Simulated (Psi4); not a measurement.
# SiClF2 (SMILES F[Si](F)Cl): UMP2/aug-cc-pVDZ

What is the vertical ionisation energy of SiClF2 at UMP2/aug-cc-pVDZ? 

Program for the calculation: Psi4 1.11.

2 further runs of the same task are left out: 2 set aside as unsound or not needed.

## 1. The molecule

The species is SiClF2 (4 atoms), meant as a doublet with charge 0. SMILES: `F[Si](F)Cl`. The shape is that of a PBE0-D4/def2-TZVP optimisation.

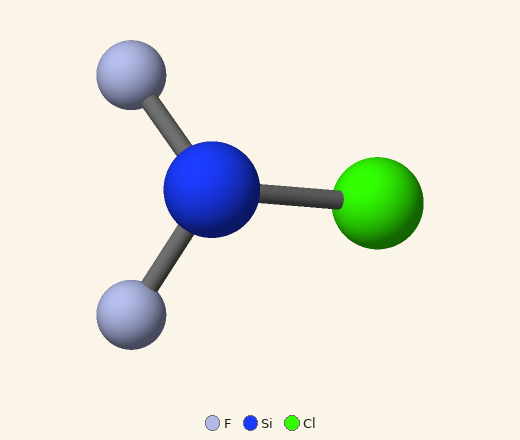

Viewed from a chosen angle; fluorine light blue, silicon blue, chlorine green.

## 2. A single-point energy at UMP2/aug-cc-pVDZ

calc.dat

```
memory 1600 mb

molecule mol {
  0 2
  F
  Si 1 r2
  F 2 r3 1 a3
  Cl 2 r4 3 a4 1 d4

  r2 = 1.58477
  r3 = 1.584644
  a3 = 106.956
  r4 = 2.035544
  a4 = 108.93432
  d4 = -117.58997
  symmetry c1
}

set {
  basis           aug-cc-pVDZ
  reference       uhf
  puream          true
  e_convergence   1e-09
  d_convergence   1e-08
  scf_type        pk
  num_frozen_docc 12
  mp2_type        conv
  maxiter         200
}

result, w = energy('mp2', return_wfn=True)
print_variables()
```

Launch:

```bash
psi4 calc.dat calc.out -n 1
```

calc.out:

```text
[...]
  Running in c1 symmetry.
[...]
  Nuclear repulsion =  217.599315207148237
[...]
  Multiplicity = 2
[...]
  Nalpha       = 25
  Nbeta        = 24
[...]
    Number of basis functions: 100
[...]
   @UHF iter   1:  -947.39532911173933   -6.35171e-01   4.38718e-03 DIIS/ADIIS
[...]
   @UHF iter  13:  -947.47483831069530   -4.09273e-12   6.70697e-09 DIIS
[...]
   @S^2 Observed:                7.532945201E-01
[...]
    Orbital Energies [Eh]
    ---------------------
    Alpha Occupied:
       1A   -104.859945     2A    -68.947439     3A    -26.337971
       4A    -26.337938     5A    -10.588709     6A     -8.057811
       7A     -8.053015     8A     -8.052670     9A     -6.280869
      10A     -4.390072    11A     -4.384813    12A     -4.384265
      13A     -1.647195    14A     -1.627164    15A     -1.138772
      16A     -0.827367    17A     -0.753538    18A     -0.724358
      19A     -0.719366    20A     -0.691314    21A     -0.671690
      22A     -0.611927    23A     -0.512788    24A     -0.502870
      25A     -0.406110
    Alpha Virtual:
[...]
  @UHF Final Energy:  -947.47483831069530
   => Energetics <=
    Nuclear Repulsion Energy =            217.5993152071482371
    One-Electron Energy =               -1747.7546759677488808
    Two-Electron Energy =                 582.6805224499053111
    Total Energy =                       -947.4748383106953042
  UHF NO Occupations:
  HONO-2 :   23  A 1.9998057
  HONO-1 :   24  A 1.9987986
[...]
 Multipole Moments:
 ------------------------------------------------------------------------------------
     Multipole            Electronic (a.u.)      Nuclear  (a.u.)        Total (a.u.)
 ------------------------------------------------------------------------------------
 L = 1.  Multiply by 2.5417464519 to convert [e a0] to [Debye]
 Dipole X            :         -0.4027495            0.0814684           -0.3212811
 Dipole Y            :         -0.3488021            0.6792972            0.3304950
 Dipole Z            :         -0.2580484            0.5031042            0.2450558
 Magnitude           :                                                    0.5220162
[...]
	SCS-MP2 Total Energy (a.u.)        :  -948.07684648280508
	SOS-MP2 Total Energy (a.u.)        :  -948.01859772541945
	SCSN-MP2 Total Energy (a.u.)       :  -947.78239174969167
[...]
	SOS-PI-MP2 Total Energy (a.u.)     :  -948.10922429454024
[...]
	MP2 Total Energy (a.u.)            :  -948.10271742845578
[...]
```

It took 14 s on 1 thread of Intel Xeon 6975P-C (Granite Rapids), shared host; peak memory 0.59 GiB.

## 3. The singlet cation at the same level

clf2si.in

```
memory 1.6 GB

molecule molecule1 {
  1 1
  F      1.308200     0.129000     0.798000
  Si     0.221200    -0.316500    -0.265700
  F     -0.871800    -1.157400     0.514900
  Cl    -0.657600     1.344900    -1.047300
  symmetry c1
}

set {
  reference rhf
  puream true
  e_convergence 1e-09
  d_convergence 1e-08
  scf_type pk
  num_frozen_docc 12
  mp2_type conv
}

energy_value, wavefunction = energy('mp2/aug-cc-pVDZ', return_wfn=True)
print_variables()
```

Launch:

```bash
psi4 -i clf2si.in -o clf2si.out -n 1
```

clf2si.out:

```text
[...]
  Running in c1 symmetry.
[...]
  Nuclear repulsion =  217.599299908054007
[...]
  Multiplicity = 1
[...]
  Nalpha       = 24
  Nbeta        = 24
[...]
    Number of basis functions: 100
[...]
   @RHF iter   1:  -946.98020857682513   -2.20051e-01   4.88027e-03 ADIIS/DIIS
[...]
   @RHF iter  12:  -947.10109409042570   -2.16005e-12   7.55970e-09 DIIS
[...]
    Orbital Energies [Eh]
    ---------------------
    Doubly Occupied:
       1A   -105.129390     2A    -69.286035     3A    -26.595807
       4A    -26.595773     5A    -10.853220     6A     -8.320520
       7A     -8.316936     8A     -8.316595     9A     -6.607829
      10A     -4.716628    11A     -4.714825    12A     -4.714191
      13A     -1.889661    14A     -1.868690    15A     -1.377517
      16A     -1.059744    17A     -0.984402    18A     -0.964362
      19A     -0.953499    20A     -0.924103    21A     -0.915210
      22A     -0.834425    23A     -0.742834    24A     -0.740550
[...]
  @RHF Final Energy:  -947.10109409042570
   => Energetics <=
    Nuclear Repulsion Energy =            217.5992999080540073
    One-Electron Energy =               -1734.5552940946058698
    Two-Electron Energy =                 569.8549000961261299
    Total Energy =                       -947.1010940904257041
[...]
 Multipole Moments:
 ------------------------------------------------------------------------------------
     Multipole            Electronic (a.u.)      Nuclear  (a.u.)        Total (a.u.)
 ------------------------------------------------------------------------------------
 L = 1.  Multiply by 2.5417464519 to convert [e a0] to [Debye]
 Dipole X            :          0.6507738           -0.0394346            0.6113392
 Dipole Y            :         -1.0043259            0.2454116           -0.7589143
 Dipole Z            :         -0.4495246           -0.8120431           -1.2615677
 Magnitude           :                                                    1.5941266
[...]
	SCS-MP2 Total Energy (a.u.)        :  -947.71443071822819
	SOS-MP2 Total Energy (a.u.)        :  -947.70230701713297
	SCSN-MP2 Total Energy (a.u.)       :  -947.40929217474741
[...]
	SOS-PI-MP2 Total Energy (a.u.)     :  -947.74855416534126
[...]
	MP2 Total Energy (a.u.)            :  -947.73867812041829
[...]
```

Wall time 13 s (1 thread of Intel Xeon 6975P-C (Granite Rapids), shared host); peak memory 0.59 GiB.

## 4. Outcome

At UMP2/aug-cc-pVDZ, 12 core orbitals frozen:

| quantity | value |
| --- | --- |
| doublet SiClF2: total energy | -948.10272 Eh |
| doublet SiClF2: HOMO energy (Hartree–Fock orbitals) (highest over α and β) | -11.05 eV |
| doublet SiClF2: LUMO energy (Hartree–Fock orbitals) (lowest over α and β) | 0.08 eV |
| doublet SiClF2: correlation energy (12 core orbitals frozen) | -627.9 mEh |
| doublet SiClF2: ⟨S²⟩ of the reference determinant | 0.753 |
| singlet cation: total energy | -947.73868 Eh |
| singlet cation: HOMO energy (Hartree–Fock orbitals) | -20.15 eV |
| singlet cation: LUMO energy (Hartree–Fock orbitals) | -9.17 eV |
| singlet cation: HOMO–LUMO gap (Hartree–Fock orbitals) | 10.98 eV |
| singlet cation: correlation energy (12 core orbitals frozen) | -637.6 mEh |
| vertical ionisation energy (to the singlet cation) | 9.906 eV |

In words: The vertical ionisation energy comes to 9.91 eV (956 kJ/mol). Only the singlet of the ionised species was computed; a triplet could lie lower.
